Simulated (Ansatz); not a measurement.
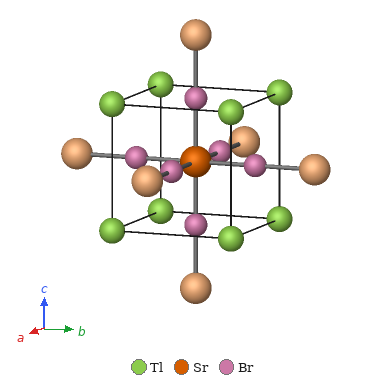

An orthographic ball-and-stick view of the structure, slightly off an axis. The conventional unit cell is drawn as a box. Every bond is drawn to its end, so some atoms lie outside the box, in fainter colours.

SrTlBr3, cubic perovskite with the larger cation on the octahedral site (an inverted filling), space group Pm-3m (No. 221), a = 5.903 Å, b = 5.903 Å, c = 5.903 Å, α = 90.00°, β = 90.00°, γ = 90.00°. The model was built from a structure type filled with these elements by a generator (whether the compound takes this form wasn't checked). Earlier steps of the study may have refined or changed the cell and positions. An electronic-structure calculation with Ansatz was run on it.

This one geometry was computed with Ansatz (DFT, plane waves, PAW) at three levels of theory: PBE, r2SCAN and HSE06. It was relaxed beforehand with r2SCAN.

### How does the band gap change with the level of theory?

PBE: a gap of 3.16 eV, indirect; r2SCAN: a gap of 3.62 eV, indirect; HSE06: a gap of 4.23 eV, indirect.

### Collect the results in a table.

| level | cutoff (eV) | k-mesh of the run's cell | gap (eV) | pressure (GPa) |
| --- | --- | --- | --- | --- |
| PBE | 420 | 4×4×4 | 3.16 | 0.6 |
| r2SCAN | 500 | 4×4×4 | 3.62 | 0.0 |
| HSE06 | 420 | 4×4×4 | 4.23 | 0.4 |

Gaps are taken on the k-mesh or band path of each run.
